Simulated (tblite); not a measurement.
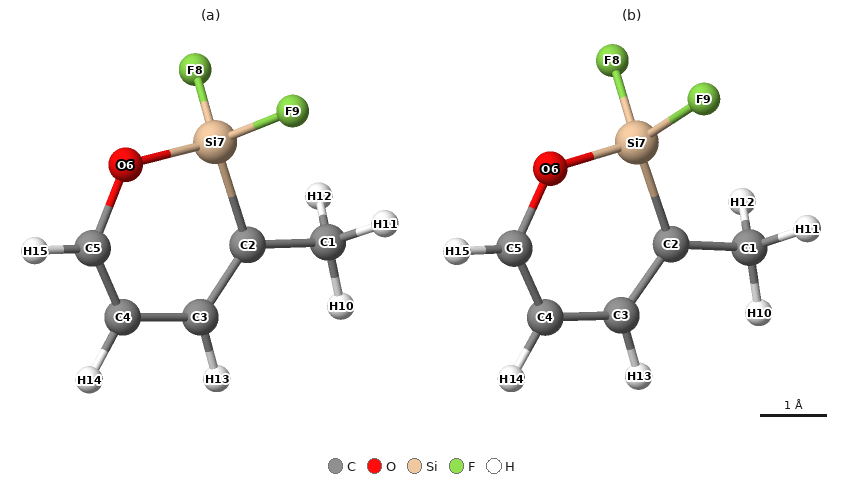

The structure of C5H6F2OSi before (left) and after (right) a relaxation, at one scale.

The picture is a ball-and-stick view, seen at a tilt.

Computed with GFN2-xTB geometry optimisation, gas phase in tblite 0.8.0. 

**Describe what moved and what it gained.**

The atom that moves furthest after the best rigid fit is F9 (0.24 Å). Largest moves by element: F 0.24 Å, H 0.11 Å, O 0.10 Å, C 0.09 Å, Si 0.01 Å. Some distances before and after: O6–Si7 1.676 → 1.622 Å, C5–O6 1.381 → 1.346 Å, C3–C4 1.465 → 1.439 Å, C1–C2 1.510 → 1.496 Å. Bond angles that change, for instance: F8–Si7–F9 110.4° → 100.7°, C2–Si7–F8 109.2° → 117.7°, C5–O6–Si7 119.4° → 125.0°. Over 26 geometry steps the energy falls by 21.1 kJ/mol.
